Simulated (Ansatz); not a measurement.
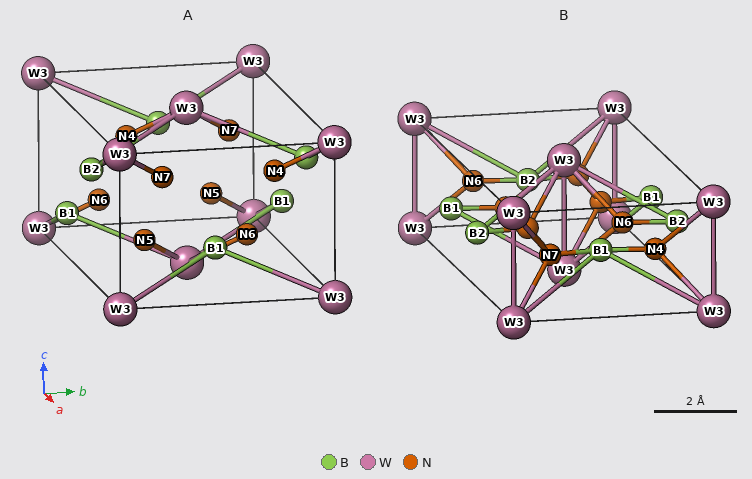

Two geometries of crystalline B2WN4 (built on the K2PdF4-12 type type), drawn at one scale. One is the start of a relaxation, the other its converged end. A ball-and-stick model of the conventional cell (2 times the calculation's cell), seen slightly off an axis. Lengths and directions refer to the drawn axes.

Level of theory: DFT, PBEsol, plane waves, PAW in Ansatz. (plane-wave cutoff 420 eV; k-point mesh 6 × 6 × 6; occupations fermi dirac; smearing width 0.03 eV; no spin polarisation; cell and atoms relaxed; force threshold 0.01 eV/Å; at most 120 steps)

Which geometry has the lower energy?

Structure B is the relaxed one. The largest moves relative to the cell, 0.77 Å, are those of N4, N5, N6 and N7. N5 goes along +c. By element the largest moves are N 0.77 Å, B 0.63 Å. W stays in place. Cell: a 8.591 → 10.430 Å (+21.4 %), b 5.390 → 5.018 Å (−6.9 %), c 3.877 → 2.740 Å (−29.3 %), β 91.1° → 90.2°. Volume −20.1 %. Some distances before and after: W3–N4 3.425 → 2.150 Å, W3–W3 3.877 → 2.740 Å, B1–N4 2.413 → 1.336 Å, B1–W3 3.169 → 4.075 Å. New bonds form, among them: B1–N4 (2.41 → 1.34 Å), B1–N7 (2.41 → 1.34 Å), B2–N5 (2.41 → 1.34 Å), B2–N6 (2.41 → 1.34 Å). Bond angles that change, for instance: N4–W3–N5 88.5° → 112.8°, N4–W3–N7 91.5° → 67.2°. The space group stays C2/m (No. 12). After 25 accepted moves (31 points after the start) the energy has fallen by 17.740 eV per cell of the calculation. The largest force component goes from 3.8 to 0.0036 eV/Å. Pressure: 0.35 GPa at the start and 0.02 GPa at the end. The line search rejected the trial steps at points 24, 27 of the run. The SCF was repeated 4 times at an unchanged geometry on a basis and grid sized afresh for the cell, which shifted the energy by 46.6 meV per cell of the calculation at most.
